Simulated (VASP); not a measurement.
Band structure of Si (diamond). Calculation: PBE GGA with D4 dispersion, VASP's PBE PAW potentials (set 64) (plane waves; VASP 6.6.1).

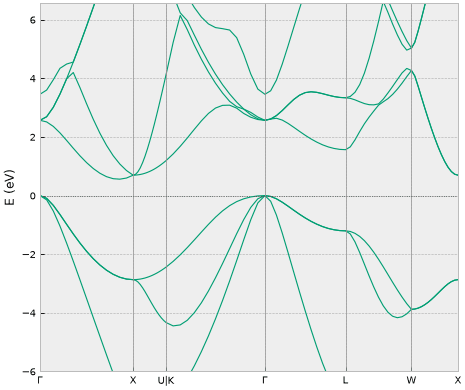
Fig. 1. Bands along high-symmetry lines, zero at the valence-band maximum or, without a gap, the Fermi level

Question: Read the plot: is there a gap, and where are the band edges?

Answer: The gap is indirect, 0.56 eV, from the valence maximum at Γ to the conduction minimum at Γ-X at 0.86. (Edges off the drawn lines would not show.)

Measured: gap 1.23 eV (computed value off by -0.67 eV), as given by Wei Chen et al., Physical Review Materials (2018), doi:10.1103/physrevmaterials.2.073803 [zero-point renormalisation of 0.06 eV added back (the table's ZPR column)].

The compound is Si in the diamond structure. It was relaxed first.
